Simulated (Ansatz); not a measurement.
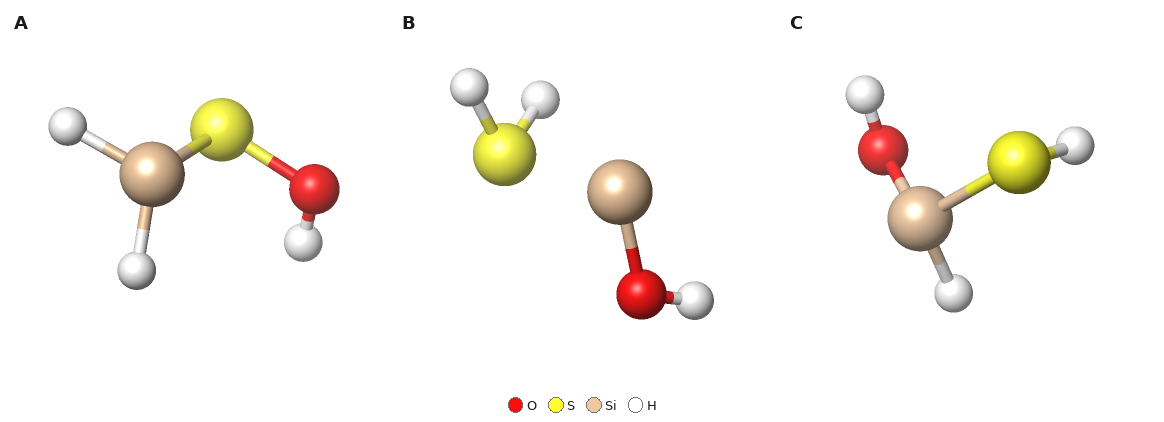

3 stationary structures of one formula. The species is neutral and a spin doublet. Geometries: PBE-D4/def2-SVP. Electronic energies: PBE-D4/def2-SVP (Ansatz 0.2.0), without zero-point energy. No frequency run is at hand to confirm each as a minimum.

Which structure is the most stable?

C is lowest (C1); B lies 141.3 kJ/mol above it (C1), A lies 206.0 kJ/mol above it (C1).
